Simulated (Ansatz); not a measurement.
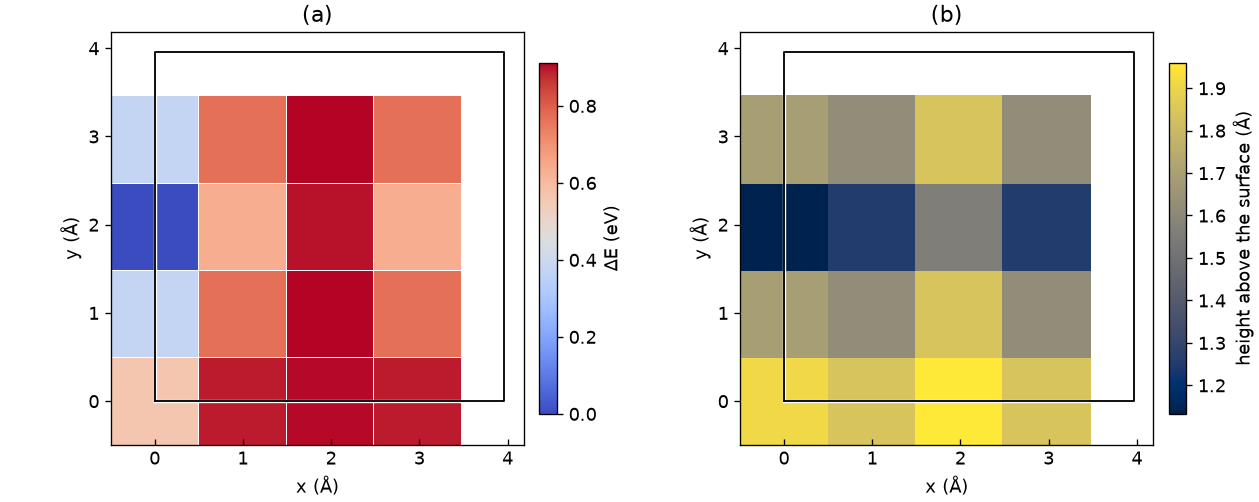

CO on a GaAs(100) slab cut from the F-43m phase, its upper half relaxed before the scan (4 atoms of substrate and one adsorbate in a 1 × 1 cell). CO is moved over the surface cell; relaxed at each place: the height of the adsorbate's atoms; substrate rigid; the origin of the map has the adsorbate above Ga4. Places are given modulo a cell vector. The map is drawn in real space over the plane of the surface. Grid: 4 × 4 points; 9 points were computed and 7 follow by symmetry. Energies: eV, counted from the lowest grid point. With one adsorbate in each 1 × 1 cell, its nearest image is 4.0 Å away, so neighbouring adsorbates interact. All numbers below come from DFT LDA, scalar-relativistic, plane waves, PAW (Ansatz 0.2.0). Settings: cutoff 420 eV, k-mesh 7×7×1, gaussian smearing 0.05 eV, no spin polarisation.

Panel (a) is the energy; panel (b) is the computed height above the surface, in Å.

In the figure: one coloured cell a grid point, the outline of one cell of the plane.

**How does the height above the surface vary over the map, and what is it at the lowest grid point?**

It runs from 1.13 Å at a bridge site between two Ga atoms, (0/4, 2/4) of the cell vectors to 1.96 Å at a bridge site between two Ga atoms, over a second-layer As atom, (2/4, 0/4) of the cell vectors. At the lowest grid point, a bridge site between two Ga atoms, (0/4, 2/4) of the cell vectors, it is 1.13 Å.

| second ↓, first → | 0/4 | 1/4 | 2/4 | 3/4 |
| --- | --- | --- | --- | --- |
| 3/4 | 1.69 | 1.62 | 1.84 | 1.62 |
| 2/4 | 1.13 | 1.25 | 1.56 | 1.25 |
| 1/4 | 1.69 | 1.62 | 1.84 | 1.62 |
| 0/4 | 1.91 | 1.84 | 1.96 | 1.84 |

PAW datasets: the set soft_1.
